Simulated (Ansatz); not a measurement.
**Single-point calculation, with input and output: C2H4ClIO**

- system: C2H4ClIO, SMILES COC(Cl)I
- method: RKS wB97M-V/def2-QZVPP (Ansatz 0.2.0)

The geometry comes from this level: PBE0-D4/def2-TZVP.

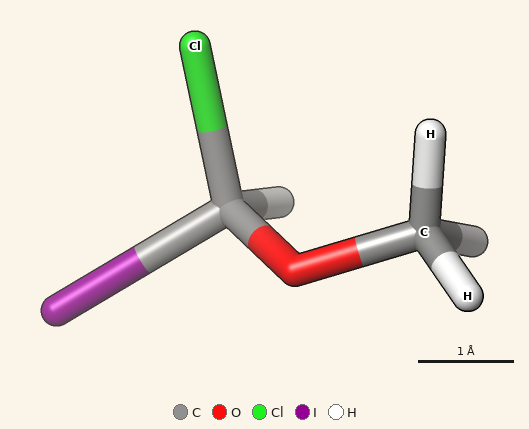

Fig. 1: The structure as given in the input (stick view, seen at a tilt).

The input:
```yaml
crystal:
  periodic: [false, false, false]
  atoms:
    - {symbol: C, position_ang: [0.696898, -1.072054, -0.148857]}
    - {symbol: O, position_ang: [0.703596, 0.333998, 0.052875]}
    - {symbol: C, position_ang: [-0.529430, 0.874926, 0.181998]}
    - {symbol: Cl, position_ang: [-1.433242, 0.922632, -1.371393]}
    - {symbol: I, position_ang: [-0.307954, 2.847108, 0.985736]}
    - {symbol: H, position_ang: [0.242962, -1.322023, -1.111031]}
    - {symbol: H, position_ang: [1.738453, -1.385568, -0.137577]}
    - {symbol: H, position_ang: [0.151798, -1.575779, 0.656974]}
    - {symbol: H, position_ang: [-1.174482, 0.330661, 0.874274]}
basis:
  gaussian: {orbitals: "def2-QZVPP.json"}
hamiltonian: {xc: {name: wB97M-V}}
output: {orbitals: {seedname: orbitals}}
```

Command:
```bash
ansatz run in.yaml --threads 4 --pin off --events-out ev --progress --plain --max-ram 10444MiB
```

What the program printed:
```
Functional definition: wB97M-V
  name "wB97M-V"
  cite "Mardirossian & Head-Gordon, J. Chem. Phys. 144, 214110 (2016) doi:10.1063/1.4952647"
  cite "Becke, J. Chem. Phys. 107, 8554 (1997) doi:10.1063/1.475007"
  cite "Vydrov & Van Voorhis, J. Chem. Phys. 133, 244103 (2010) doi:10.1063/1.3521275"
  # Of w^i u^j: cxij and so on, Table III.
  parameter omega = 0.3/bohr
  parameter cx = 0.15
  parameter cx01 = 1.007
  parameter cx10 = 0.259
  parameter css00 = 0.443
  parameter css04 = -1.437
  parameter css10 = -4.535
  parameter css20 = -3.390
  parameter css43 = 4.278
  parameter cos00 = 1.000
  parameter cos10 = 1.358
  parameter cos20 = 2.924
  parameter cos21 = -8.812
  parameter cos60 = -1.390
  parameter cos61 = 9.142
  parameter b = 6.0
  parameter c = 0.01
  gx(w, u) = 1 - cx + cx01*u + cx10*w
  gss(w, u) = css00 + css04*u^4 + css10*w + css20*w^2 + css43*w^4*u^3
  gos(w, u) = cos00 + cos10*w + (cos20 + cos21*u)*w^2 + (cos60 + cos61*u)*w^6
  exchange = spin_sum(e_x_unif_sr(omega)*gx(b97_w, b97_u_x)) + cx*exact_x_sr(omega) + exact_x_lr(omega)
  correlation = spin_sum(e_c_pw_mod_same_spin*gss(b97_w, b97_u_same))
      + integral(e_c_pw_mod_opposite_spin*gos(b97_w_opposite, b97_u_opposite)) + vv10(b, c)
1534 factors; their error is unknown
345 factors; integrals over basis functions are off by at most 3.5e-5 eV
mean field evaluation 1: about -24806.6386 eV, gradient 3.7e1 eV
mean field evaluation 2: about -24807.0268 eV, gradient 3.8e1 eV
mean field evaluation 4: about -24809.3275 eV, gradient 1.8e0 eV
mean field evaluation 8: about -24809.3404 eV, gradient 6.6e-2 eV
mean field evaluation 16: about -24809.3660 eV, gradient 2.4e-4 eV
mean field -24809.36603725 eV, -911.7273854767 hartree, gradient 4.8e-5 eV, S^2 0.000000; 0 other end points of the search recorded, 0 dependent functions left out
reference -24809.36609167 eV, -911.7273874764 hartree; 33, 33 occupied and 410, 410 virtual orbitals, 1534 factors
Total energy: -24809.36609167 eV, -911.7273874764 hartree
```

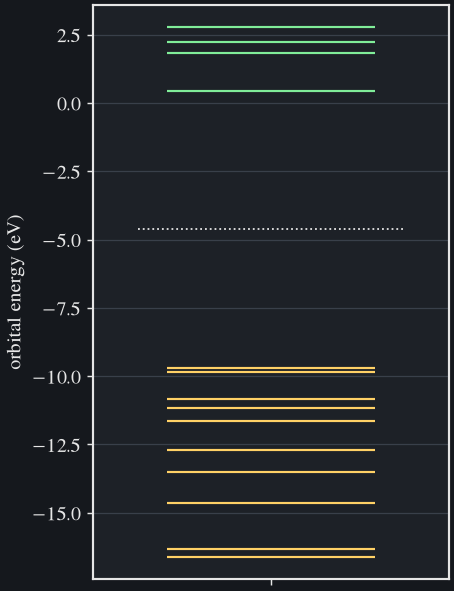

Fig. 2: Orbital energies near the frontier; the dotted line parts filled from empty levels, and levels within 0.02 eV of each other stand side by side. Highest filled −9.71 eV, lowest empty 0.46 eV, 10.17 eV apart.

Key numbers:

| quantity | value |
| --- | --- |
| outcome | converged |
| total energy | −24809.3661 eV |
| SCF solution under orbital rotations | stable |
| HOMO | −9.71 eV |
| LUMO | 0.46 eV |
| hardware | 4 threads of Arm Neoverse V1, 23 GiB of memory available, shared host |
| wall time | 21 s (CPU time 78 s) |
| peak memory | 2 GiB |
